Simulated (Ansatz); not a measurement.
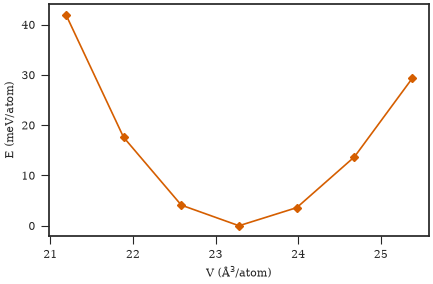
Fig. 1. GaSb in space group Immm (No. 71; Ga on 2a, Sb on 2c) under volume change, the program Ansatz at the r²SCAN level (PAW), shape and atoms relaxed at each volume.

**Question.** What does a third-order Birch–Murnaghan fit give for V₀, B₀ and B′?

**Answer.** V₀ = 23.29 Å³/atom, B₀ = 59.2 GPa, B′ = 4.8.

The workflow started from a Materials Project entry (that database holds measured and hypothetical structures alike); the Crystallography Open Database copy checked does not list it. It is not the phase usual at ambient conditions (space group No. 216). Symmetry was held in the r²SCAN relaxation; phonons show weakly imaginary modes. Spin–orbit coupling is left out wherever it is not named.

Potentials: the later of the program's two PAW sets.
